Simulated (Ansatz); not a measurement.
# What NbRu (Pm-3m) distorts into, part 2 of 2

Aim: this structure of NbRu (Pm-3m) is to be tested for unstable modes, and one is followed downhill.

Ansatz 0.2.0; DFT PBEsol, scalar-relativistic, plane waves, PAW; PAW set soft_1.

So far, highest frequency on the path or at a solved wavevector (cm⁻¹): step 2 (phonons on a q mesh) 217. Also lowest frequency on the path (cm⁻¹): step 2 -165.

### 5. Energy along the mode, all amplitudes (two of the runs are shown above)

An imaginary frequency means negative curvature, so the energy should fall and then rise again as anharmonic terms take over.

This step gave:

```yaml
depth_at_the_lowest_point_sampled: 20.34 meV/atom
largest_atomic_shift_at_that_point: 0.22 Å
```

Table of energy from the parent by largest atomic shift:

```
largest atomic shift (Å)  energy from the parent (meV/atom)
                   0.000                                  0
                   0.040                              -2.35
                   0.080                              -8.02
                   0.140                              -17.5
                   0.220                              -20.3
                   0.320                               8.74
```

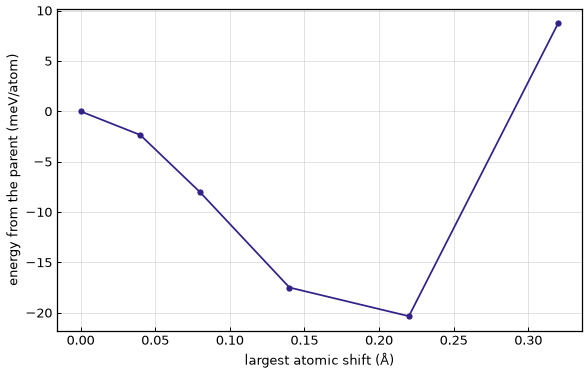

Energy from the parent, plotted against largest atomic shift.

Displacement at unit largest shift by atom:

```
atom   x (Å)   y (Å)   z (Å)   size
 Nb1  -0.250  -0.250  -0.250  0.433
 Nb2  -0.250  -0.250  -0.250  0.433
 Nb3   0.250   0.250   0.250  0.433
 Nb4   0.250   0.250   0.250  0.433
 Ru5   0.577   0.577   0.577  0.999
 Ru6   0.000   0.000   0.000  0.000
 Ru7  -0.577  -0.577  -0.577  0.999
 Ru8   0.000   0.000   0.000  0.000
```

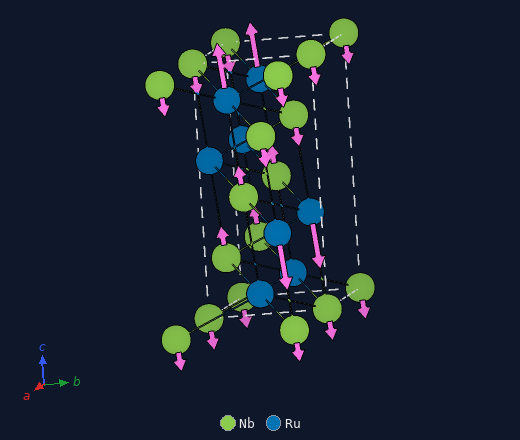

Displacement at unit largest shift as arrows, the longest 0.999 Å. Bonds to atoms that aren't drawn are left out. 2×1×1 cells are drawn. Some periodic images of atoms are drawn too.

The lowest of the steps tried is at 0.22 Å, 20.3 meV/atom below the parent; the bottom of the well need not coincide with a step.

### 6. Relaxing from the distorted cell

Starting from the lowest point found, all atoms and the cell are let go, so that strain and other modes of the same symmetry can join in.

The input, input.yaml:

```yaml
crystal:
  lattice:
    - [-3.1391803495, 0.0, 3.1391803495]
    - [-3.1391803495, 3.1391803495, 0.0]
    - [-6.278360699, -3.1391803495, -3.1391803495]
  atoms:
    - { symbol: Nb, position: [0.4956193501, 0.4956193501, 0.5131419496] }
    - { symbol: Nb, position: [0.2456193501, 0.2456193501, 0.2631419496] }
    - { symbol: Nb, position: [0.0043806499, 0.0043806499, 0.9868580504] }
    - { symbol: Nb, position: [0.7543806499, 0.7543806499, 0.7368580504] }
    - { symbol: Ru, position: [0.8851154637, 0.8851154637, 0.344653609] }
    - { symbol: Ru, position: [0.625, 0.625, 0.125] }
    - { symbol: Ru, position: [0.3648845363, 0.3648845363, 0.905346391] }
    - { symbol: Ru, position: [0.125, 0.125, 0.625] }
kpoints:
  mp_grid: { grid: [10, 10, 10] }
hamiltonian:
  xc: pbesol
  pseudopotentials: { kind: paw, azcp: { folder: soft_1 }, xc_functional: pbe }
scf:
  occupations: { method: methfessel_paxton, width: 0.2 }
output:
  forces: true
  stress: true
  eigenvalues: true
relax:
  adjacent_minimum: "off"
  f_tol: 0.002
  max_steps: 120
  cell: { stress_tol: 0.03 }
```

Started as:

```
$ ansatz run input.yaml --threads 4 --pin off --max-ram 10240MiB --backend cpu --events-out ev --progress --plain --runs-dir out
```

Numbers of over 12 decimals in the logs are rounded to 6 here.

The program printed:

```text
[...]
Crystal: 8 atoms, lattice volume = 123.740 Å³
Basis set: ecut = 420 eV, 2437 PW (Γ), exchange–correlation on 60×60×108 points (8 copies of the dense FFT grid, shifted against one another)
Bands: 70, of which v1, the nominal top of the filled ones, is band 58 counted from 1 (57 counted from 0)
Symmetry: 12 space group operations
[...]
k-points: 116 of 1000
[...]
SCF iter   1: F=—  HF=-41258.484645 eV  |F-HF|=—  |Δ(HF+E_count)|=         —  Δρ=1.79e-1  dr2=5.58e1  ethr=3.10e-3  ⟨swp⟩=4.9  Hψ=25325  notcnv=0
[...]
SCF iter   9: F=-41249.448836 eV  HF=-41249.448836 eV  |F-HF|=1.22e-8  |Δ(HF+E_count)|=   8.70e-9  S|Δr|=    0.00e0  Δρ=2.44e-6  dr2=1.37e-8  ethr=6.69e-11  ⟨swp⟩=2.0  Hψ=25786  notcnv=0
SCF 1 converged in 9 iterations: F = -41249.448836 eV  dr2 = 1.37e-8
[...]
relax step   1: F+E_penalty+E_count = -41249.44883628 eV  Δ(F+E_penalty+E_count) = +0.000e0 eV  max|allowed force component| = 1.861e-1 eV/Å  Δτ_max = 0.0000 Å  P = +0.733 GPa  Ω = 123.740 Å³  (9 SCF iters, dr2 threshold 1.00e-7 eV, accepted)
Crystal: 8 atoms, lattice volume = 124.218 Å³
[...]
iter 1 solved again at ethr=9.15e-5 eV; its pass at ethr=3.10e-3 eV (dr2=1.06e-1 eV) is discarded
[...]
SCF iter   6: F=-41249.469426 eV  HF=-41249.469426 eV  |F-HF|=9.93e-8  |Δ(HF+E_count)|=   3.05e-7  S|Δr|=    0.00e0  Δρ=6.05e-6  dr2=1.15e-7  ethr=6.90e-10  ⟨swp⟩=5.4  Hψ=28370  notcnv=0
SCF 2 converged in 6 iterations: F = -41249.469426 eV  dr2 = 1.15e-7
relax step   2: F+E_penalty+E_count = -41249.46942612 eV  Δ(F+E_penalty+E_count) = -2.059e-2 eV  max|allowed force component| = 7.786e-2 eV/Å  Δτ_max = 0.0373 Å  P = -0.426 GPa  Ω = 124.218 Å³  energy of the carried Pulay correction = -3.243e-4 eV  (6 SCF iters, dr2 threshold 8.00e-7 eV, accepted)
Crystal: 8 atoms, lattice volume = 124.063 Å³
[...]
SCF iter   6: F=-41249.473886 eV  HF=-41249.473886 eV  |F-HF|=1.19e-8  |Δ(HF+E_count)|=   7.58e-8  S|Δr|=    0.00e0  Δρ=2.90e-6  dr2=1.71e-8  ethr=4.11e-10  ⟨swp⟩=3.1  Hψ=21926  notcnv=0
SCF 3 converged in 6 iterations: F = -41249.473886 eV  dr2 = 1.71e-8
relax step   3: F+E_penalty+E_count = -41249.47388578 eV  Δ(F+E_penalty+E_count) = -4.460e-3 eV  max|allowed force component| = 1.483e-2 eV/Å  Δτ_max = 0.0129 Å  P = -0.056 GPa  Ω = 124.063 Å³  energy of the carried Pulay correction = -2.192e-4 eV  (6 SCF iters, dr2 threshold 4.77e-7 eV, accepted)
[...]
relax step   4: F+E_penalty+E_count = -41249.47401370 eV  Δ(F+E_penalty+E_count) = -1.279e-4 eV  max|allowed force component| = 3.436e-3 eV/Å  Δτ_max = 0.0032 Å  P = +0.019 GPa  Ω = 124.039 Å³  energy of the carried Pulay correction = -2.032e-4 eV  (5 SCF iters, dr2 threshold 2.74e-8 eV, accepted)
[...]
relax step   5: F+E_penalty+E_count = -41249.47401495 eV  Δ(F+E_penalty+E_count) = -1.245e-6 eV  max|allowed force component| = 4.294e-4 eV/Å  Δτ_max = 0.0005 Å  P = -0.005 GPa  Ω = 124.050 Å³  energy of the carried Pulay correction = -2.107e-4 eV  (5 SCF iters, dr2 threshold 5.76e-9 eV, accepted)
[...]
SCF iter   4: F=-41249.474283 eV  HF=-41249.474283 eV  |F-HF|=7.28e-12  |Δ(HF+E_count)|=  9.46e-11  S|Δr|=    0.00e0  Δρ=1.87e-7  dr2=2.08e-11  ethr=1.00e-12  ⟨swp⟩=6.3  Hψ=35759  notcnv=0
SCF 6 converged in 4 iterations: F = -41249.474283 eV  dr2 = 2.08e-11
relax step   6: F+E_penalty+E_count = -41249.47428260 eV  Δ(F+E_penalty+E_count) = -2.677e-4 eV  max|allowed force component| = 4.300e-4 eV/Å  Δτ_max = 0.0000 Å  P = -0.003 GPa  Ω = 124.050 Å³  stress off target by 1.09e-2 GPa  SCF on the basis re-selected at this cell (its energy is not comparable with the rows above)  (4 SCF iters)
basis re-selected at this cell: Δ(F+E_penalty+E_count) = -2.677e-4 eV, ΔP = +0.002 GPa vs the last step (what re-selecting the basis moved, of the pressure what is left beyond the Pulay correction that the steps carried, after the strain that the cell walked since its last selection, with what the two solves' SCF thresholds leave and, on support functions, any second-order correction that the steps lacked; it is no m [...]
SCF converged after 4 iterations
[...]
Free energy (F): -41249.474283 eV
[...]
Internal energy: -41249.465723 eV  (E = F + TS)
E sigma→0 (E₀):  -41249.472143 eV
Entropy (-TS):   -0.008559 eV (-1.070 meV/atom)
Fermi energy:    21.079891 eV
[...]
--- Forces (eV/Å), atoms counted from 1 ---
  atom   1  Nb     0.00043004     0.00043004     0.00043004
  atom   2  Nb     0.00007826     0.00007826     0.00007826
  atom   3  Nb    -0.00007826    -0.00007826    -0.00007826
  atom   4  Nb    -0.00043004    -0.00043004    -0.00043004
  atom   5  Ru    -0.00026449    -0.00026449    -0.00026449
  atom   6  Ru    -0.00000000     0.00000000    -0.00000000
  atom   7  Ru     0.00026449     0.00026449     0.00026449
  atom   8  Ru     0.00000000     0.00000000     0.00000000
  max |Σ_I F_I| component: 9.22e-18 eV/Å
--- Stress (GPa, compression-positive) ---
       -0.003037       0.006987       0.006987
        0.006987      -0.003037       0.006987
        0.006987       0.006987      -0.003037
  P = ⅓ Tr σ = -0.0030 GPa (-0.030 kbar)
--- Band table (eV; the first three rows and the last of 116) ---
  k-point 0: bands = [... 54 lower, 18.9930, 19.2262, 20.9651, 20.9651, 21.8703, 21.8703, 22.0027, 22.0027, ... 8 higher]
  k-point 1: bands = [... 54 lower, 18.9800, 19.2810, 20.9720, 20.9720, 21.8324, 21.8324, 21.9961, 21.9961, ... 8 higher]
  k-point 2: bands = [... 54 lower, 18.9407, 19.4400, 20.9905, 20.9905, 21.7502, 21.7502, 21.9586, 21.9586, ... 8 higher]
  k-point 115: bands = [... 54 lower, 19.5884, 19.8181, 20.5771, 20.9647, 20.9734, 21.3245, 21.5065, 21.6206, ... 8 higher]
--- Relaxed structure (5 steps of the walk, 5 accepted, 1 SCFs on fresh bases) ---
  F+E_penalty+E_count = -41249.47428260 eV   max|allowed force component| = 4.300e-4 eV/Å   (the final SCF, on the basis selected at the relaxed cell)
  cell:  # Å, volume = 124.0503 Å³
    - [-3.123846, 0.0, 3.123846]
    - [-3.123846, 3.123846, 0.0]
    - [-6.319945, -3.196099, -3.196099]
  atoms:
    - { symbol: Nb, position: [0.496365, 0.496365, 0.510906] }
    - { symbol: Nb, position: [0.245742, 0.245742, 0.262775] }
    - { symbol: Nb, position: [0.00425821, 0.00425821, 0.987225] }
    - { symbol: Nb, position: [0.753635, 0.753635, 0.739094] }
    - { symbol: Ru, position: [0.884100, 0.884100, 0.347700] }
    - { symbol: Ru, position: [0.625, 0.625000, 0.125] }
    - { symbol: Ru, position: [0.365900, 0.365900, 0.902300] }
    - { symbol: Ru, position: [0.125000, 0.125000, 0.625000] }
```

The job ended after 54 s (4 threads of AMD EPYC 9R14 (Zen 4), shared host; peak memory 1.1 GiB).

The steps of the relaxation:

```
step  energy less that of the first step (eV)  largest force component (eV/Å)  pressure (GPa)  volume (Å³)
   1                                   0.0000                          0.1861            0.73       123.74
   2                                  -0.0206                          0.0779           -0.43       124.22
   3                                  -0.0250                          0.0148           -0.06       124.06
   4                                  -0.0252                          0.0034            0.02       124.04
   5                                  -0.0252                          0.0004            0.00       124.05
  6*                                  -0.0254                          0.0004            0.00       124.05
```

Relaxation steps marked * repeat the geometry before them on a plane-wave basis chosen anew for their cell, so energy and pressure can jump there.

Forces are held to the 12 operations that the run works with; a distortion that breaks them can't arise in this run.

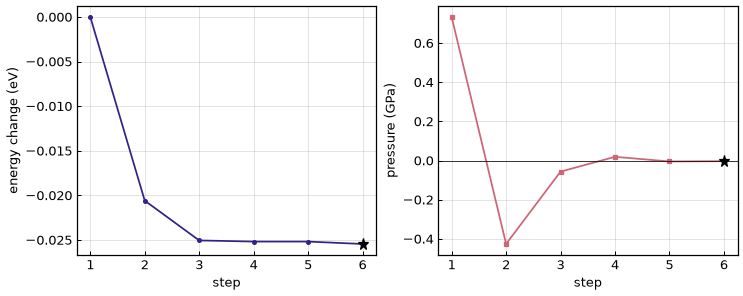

Energy and pressure along the relaxation. Stars mark steps on a basis chosen anew.

```
conventional cell, symmetrised  before   after  change
                         a (Å)   4.439   4.418  -0.5 %
                         b (Å)   4.439   4.418  -0.5 %
                         c (Å)  21.749  22.018  +1.2 %
              volume (Å³/atom)   15.47   15.51  +0.3 %
```

The atoms that moved most (Å, as changes of fractional coordinates times the final cell):

```
atom      dx      dy      dz  length
 Ru5  -0.013  -0.013  -0.013   0.022
 Ru7   0.013   0.013   0.013   0.022
 Nb4  -0.009  -0.009  -0.009   0.016
 Nb1   0.009   0.009   0.009   0.016
```

Numbers from this step:

```yaml
pressure: -0.003037 GPa
volume_per_atom: 15.51 Å³
```

The distorted start has space group R-3m; the relaxation ends in R-3m.

### 7. The new phase in its own primitive cell

The relaxed structure is symmetrised, reduced to its primitive cell and relaxed tightly, as its phonons need.

input.yaml, the sections that differ from step 6:

```yaml
crystal:
  lattice:
    - [2.2088925895, 1.2753047312, 7.339359111]
    - [-2.2088925895, 1.2753047312, 7.339359111]
    - [0.0, -2.5506094623, 7.339359111]
  atoms:
    - { symbol: Nb, position: [0.8713647073, 0.8713647073, 0.8713647073] }
    - { symbol: Nb, position: [0.6207417871, 0.6207417871, 0.6207417871] }
    - { symbol: Nb, position: [0.3792582129, 0.3792582129, 0.3792582129] }
    - { symbol: Nb, position: [0.1286352927, 0.1286352927, 0.1286352927] }
    - { symbol: Ru, position: [0.2591001055, 0.2591001055, 0.2591001055] }
    - { symbol: Ru, position: [0.0, 0.0, 0.0] }
    - { symbol: Ru, position: [0.7408998945, 0.7408998945, 0.7408998945] }
    - { symbol: Ru, position: [0.5, 0.5, 0.5] }
kpoints:
  mp_grid: { grid: [9, 9, 9] }
relax:
  adjacent_minimum: "off"
  f_tol: 0.001
  max_steps: 60
  cell: { stress_tol: 0.01 }
# hamiltonian, scf, output: as in step 6
```

The program printed:

```text
[...]
- [0, -2.549916, 7.343247]
  atoms:
    - { symbol: Nb, position: [0.871417, 0.871417, 0.871417] }
    - { symbol: Nb, position: [0.620722, 0.620722, 0.620722] }
    - { symbol: Nb, position: [0.379278, 0.379278, 0.379278] }
    - { symbol: Nb, position: [0.128583, 0.128583, 0.128583] }
    - { symbol: Ru, position: [0.259127, 0.259127, 0.259127] }
    - { symbol: Ru, position: [0, 0, 0] }
    - { symbol: Ru, position: [0.740873, 0.740873, 0.740873] }
    - { symbol: Ru, position: [0.5, 0.5, 0.500000] }
[key lines of the parts left out:]
SCF converged after 5 iterations
Free energy (F): -41249.472501 eV
Fermi energy:    21.084384 eV
P = ⅓ Tr σ = 0.0007 GPa (0.007 kbar)
```

The job ended after 32 s (4 threads; peak memory 0.95 GiB; 2.1 min of CPU time).

Little changed from the start: no atom moved by 0.005 Å and no cell edge by 0.1 %.

This step gave:

| Quantity | Value |
| --- | --- |
| pressure | 6.81e-4 GPa |

The largest force component left is 0.075 meV/Å and the pressure is 0.001 GPa, within the tolerances set. The cell now holds 15.51 Å³/atom.

### 8. Modes of the new phase, k-mesh 9×9×9

A relaxed structure may still be a saddle point, so its zone-centre modes are computed. No field response is asked, since the mesh shows no gap.

input.yaml, the sections that differ from step 7:

```yaml
crystal:
  lattice:
    - [2.2082917152, 1.2749578162, 7.3432471521]
    - [-2.2082917152, 1.2749578162, 7.3432471521]
    - [0.0, -2.5499156324, 7.3432471521]
  atoms:
    - { symbol: Nb, position: [0.8714165705, 0.8714165705, 0.8714165705] }
    - { symbol: Nb, position: [0.6207218077, 0.6207218077, 0.6207218077] }
    - { symbol: Nb, position: [0.3792781923, 0.3792781923, 0.3792781923] }
    - { symbol: Nb, position: [0.1285834295, 0.1285834295, 0.1285834295] }
    - { symbol: Ru, position: [0.2591269627, 0.2591269627, 0.2591269627] }
    - { symbol: Ru, position: [0.0, 0.0, 0.0] }
    - { symbol: Ru, position: [0.7408730373, 0.7408730373, 0.7408730373] }
    - { symbol: Ru, position: [0.5, 0.5, 0.5] }
output:
  eigenvalues: true
phonons:
  method: dfpt
# kpoints, hamiltonian, scf: as in step 7
# relax: removed
```

The program printed:

```text
[...]
Crystal: 8 atoms, lattice volume = 124.049 Å³
Basis set: ecut = 420 eV, 2437 PW (Γ), exchange–correlation on 108×108×108 points (8 copies of the dense FFT grid, shifted against one another)
Bands: 70, of which v1, the nominal top of the filled ones, is band 58 counted from 1 (57 counted from 0)
Symmetry: 12 space group operations
k-points: 205 of 729 (irreducible under 2 space group operations, time reversal used)
[...]
SCF iter   1: F=—  HF=-41258.551346 eV  |F-HF|=—  |Δ(HF+E_count)|=         —  Δρ=1.79e-1  dr2=5.55e1  ethr=3.10e-3  ⟨swp⟩=5.0  Hψ=44503  notcnv=0
[...]
SCF iter  12: F=-41249.472501 eV  HF=-41249.472501 eV  |F-HF|=1.46e-11  |Δ(HF+E_count)|=  2.18e-11  S|Δr|=    0.00e0  Δρ=1.90e-8  dr2=5.06e-13  ethr=1.00e-12  ⟨swp⟩=10.2  Hψ=57342  notcnv=0
SCF 1 converged in 12 iterations: F = -41249.472501 eV  dr2 = 5.06e-13
[...]
DFPT response loops at Γ: preconditioner auto → Kerker (q_TF=auto, 2.698 Å⁻¹) (partly filled bands, converged f_vac=0.000); β = 1.00, the filter's whole step (`scf.mixing.beta` (0.50) is not read by the response loops under this deck's `scf.mixing.preconditioner`; to damp them name `kerker` or `kerker_dos`, under which they read `scf.mixing.beta`, and type it under 1.00, their step now; both keys bind the ground state too); Broyden in place of MSR1
SCF converged after 12 iterations
[...]
Free energy (F): -41249.472501 eV
[...]
Internal energy: -41249.465318 eV  (E = F + TS)
E sigma→0 (E₀):  -41249.470705 eV
Entropy (-TS):   -0.007183 eV (-0.898 meV/atom)
Fermi energy:    21.084384 eV
[...]
--- Band table (eV; the first three rows and the last of 205) ---
  k-point 0: bands = [... 54 lower, 18.9919, 19.2329, 20.9660, 20.9660, 21.8709, 21.8709, 22.0056, 22.0056, ... 8 higher]
  k-point 1: bands = [... 54 lower, 19.1314, 19.2374, 20.9371, 20.9848, 21.6073, 21.7357, 21.7914, 21.8510, ... 8 higher]
  k-point 2: bands = [... 54 lower, 19.3242, 19.4763, 20.8051, 20.8403, 21.2579, 21.4410, 21.5969, 21.7356, ... 8 higher]
  k-point 204: bands = [... 54 lower, 19.5826, 19.8330, 20.9489, 21.0126, 21.3733, 21.4609, 21.7945, 21.8355, ... 8 higher]
--- Phonons (Γ-DFPT): 10 representative perturbations + reference, on 205 of 729 k-points (Σ response iterations 38) ---
  k mesh reduced under 2 symmetry operations, with k and −k counted as one. Each operation leaves every solved perturbation unchanged. A smaller set is not used because it would not reduce the number of displacements times k-points to solve
  ASR residual: 4.215e-5 → 0.000e0 eV/Å²; symmetrization residual: 2.420e-5 eV/Å²
  ASR residual per site (eV/Å²): 2.41e-5 2.38e-5 2.38e-5 2.41e-5 2.91e-5 2.01e-5 2.91e-5 4.21e-5
  Γ frequencies (cm⁻¹): -112.75 0.00 0.00 0.00 56.02 56.02 75.29 75.29 139.40 155.18 155.18 165.44 171.28 173.57 173.57 175.35 175.35 184.91 188.51 200.80 200.80 206.69 206.69 207.06
  non-analytic LO–TO correction: not included (Born effective charges unavailable; polar crystals: no LO–TO splitting at Γ)
```

The job ended after 12 min (4 threads; peak memory 5.1 GiB; 44 min of CPU time).

Numbers from this step:

| Quantity | Value |
| --- | --- |
| sum-rule residual before enforcement | 4.21e-5 eV/Å² |
| point group | -3m |
| highest optical mode at the zone centre (no LO-TO term) | 207.1 cm⁻¹ |
| lowest optical zone-centre mode | -112.8 cm⁻¹ |

Patterns of degenerate modes are one choice out of their space. Modes at Γ, with each element's share of the kinetic energy (negative means imaginary):

```
mode  frequency (cm⁻¹)  symmetry  Nb %  Ru %
   1            -112.8       A2u    18    82
   2               0.0  acoustic    48    52
   3               0.0  acoustic    48    52
   4               0.0  acoustic    48    52
   5              56.0        Eu    35    65
   6              56.0        Eu    35    65
   7              75.3        Eg    40    60
   8              75.3        Eg    40    60
   9             139.4       A2u    47    53
  10             155.2        Eu     5    95
  11             155.2        Eu     5    95
  12             165.4       A1g    31    69
  13             171.3       A2u    48    52
  14             173.6        Eg    83    17
  15             173.6        Eg    83    17
  16             175.3        Eu    49    51
  17             175.3        Eu    49    51
  18             184.9       A1g    77    23
  19             188.5       A2u    39    61
  20             200.8        Eu    64    36
  21             200.8        Eu    64    36
  22             206.7        Eg    77    23
  23             206.7        Eg    77    23
  24             207.1       A1g    92     8
```

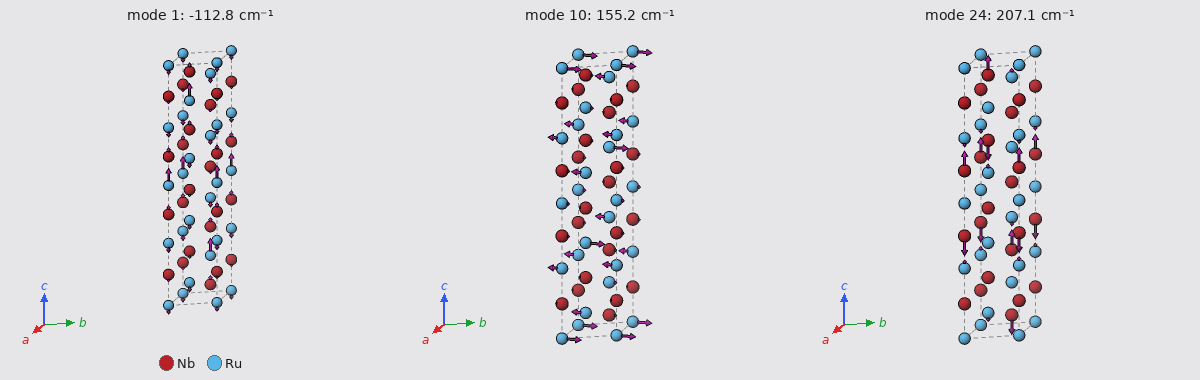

Displacement patterns of modes 1, 10 and 24 at Γ; arrows are exaggerated. Some periodic images of atoms are drawn too.

Before it was imposed, the acoustic sum rule was missed by 4.2e-5 eV/Å². Small misses are needed for a sound result but don't prove that mesh and cutoff are converged. The lowest optical mode is imaginary, 112.8i cm⁻¹, so the energy falls along it.

### 9. Results

```json
{"unstable mode of the parent": "q = (0.25, 0.25, 0.25), 164i cm⁻¹", "depth at the lowest point sampled": "20.3 meV/atom", "largest atomic shift at that point": "0.22 Å", "space group reached (within 0.01 Å)": "R-3m", "energy gained over the parent (first relaxation, on the mesh of the frozen mode)": "23.5 meV/atom", "volume per atom, phase reached": "15.5 Å³", "lowest optical zone-centre mode, phase reached": "-113 cm⁻¹", "highest optical mode at the zone centre (no LO-TO term), phase reached": "207 cm⁻¹"}
```

In words: Along this mode the structure falls into R-3m, 23.5 meV/atom below the parent. At the parent's cell the well is 20.34 meV/atom deep on the steps tried, with its lowest point at a shift of 0.22 Å. Relaxing atoms and cell changes the gain by +3.13 meV/atom against the lowest step (energies at zero smearing). The new phase still has an imaginary mode at the zone centre of its cell, so it is a saddle point on the way to a lower structure. Of the 2 patterns followed to their end from this parent, this one ends 18.4 meV/atom above the lowest, Cmmm. Each path keeps the symmetry of its pattern, so a lower phase may lie along a pattern not tried. With no gap, or one that is small against the smearing, the frequencies hang on the k mesh and the smearing, most of all near Kohn anomalies. The phonon runs are without spin polarisation, although the cell has an odd electron count. The PAW files were made for PBE and serve the other functionals too. A phonon run warned that its eigensolver left some bands unconverged in a pass.

[Logs are printed without paths, hosts, clocks, repeated set-up lines and the standing remarks that a program may print on its own settings, such as how far it seeks lower states.]

[Hosts, paths, dates, database ids (printed as entryN), source tags and the programs' standing remarks are cut or masked in the printed files.]
